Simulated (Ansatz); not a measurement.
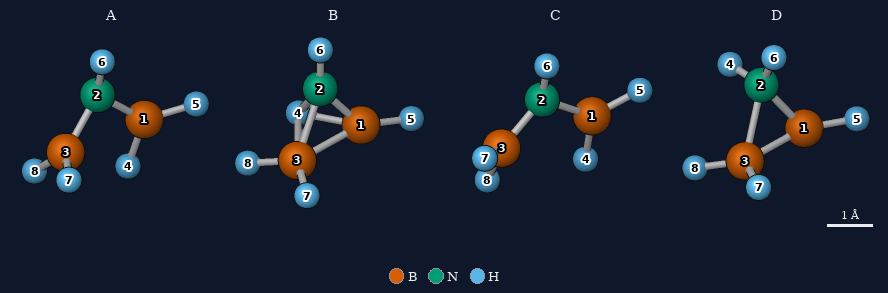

4 geometries from a converged minimum-energy path of B2NH5, shuffled. The picture is a ball-and-stick view, seen at a tilt.

Level of theory: RKS PBE-D4/def2-SVP in Ansatz 0.2.0. Set-up: 5 movable images; climbing image; force threshold 0.05 eV/Å; iteration limit 60; starting path through a guess of the saddle point.

**Which of them lies highest in energy?**

B. In order along the path, whose images run from 0 to 6: C (image 1, +0.24 eV), A (image 2, +0.76 eV), B (image 4, +3.90 eV), D (image 6, +2.12 eV). Breaking: B1–H4 (1.21 → 1.48 at the top → 2.19 Å). Forming: B1–B3 (2.55 → 1.74 at the top → 1.61 Å), N2–H4 (2.27 → 1.32 at the top → 1.02 Å).

The run took about 90 core-seconds on a shared host.
